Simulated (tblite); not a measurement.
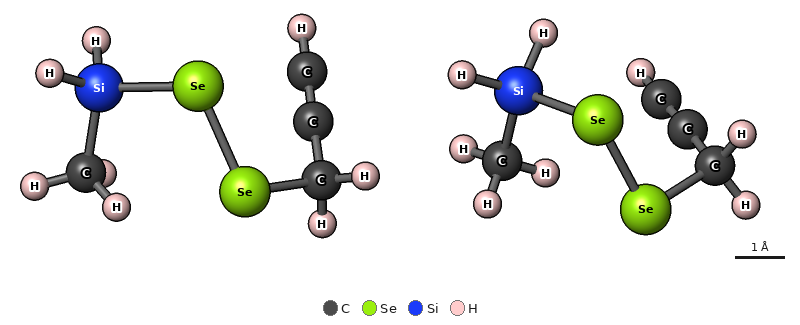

Two geometries of C$_{4}$H$_{8}$Se$_{2}$Si, drawn at one scale. One is the start of a relaxation, the other its converged end. The picture is a ball-and-stick view, seen at a tilt.

Theory: GFN2-xTB geometry optimisation, gas phase (tblite). 

Q: Which one is relaxed?

A: The right one is the relaxed one. Over 168 geometry steps the energy falls by 9.70 kcal/mol. The largest move after the best rigid fit is that of an H atom, 1.65 Å. Largest moves by element: H 1.65 Å, C 1.15 Å, Se 1.04 Å, Si 0.48 Å. Near-neighbour distances that change, for instance: Se–Se 2.391 → 2.302 Å, C–Se 1.954 → 2.011 Å, Se–Si 2.288 → 2.332 Å, C–H 1.125 → 1.087 Å. Among the angles between lasting bonds that change: C–Se–Se 106.5° → 100.0°, Se–Si–H 111.8° → 106.1°, H–C–H 113.6° → 108.2°. Groups turn about C–Se by about 45°, C–Si by about 35°, Se–Se by about 25°.
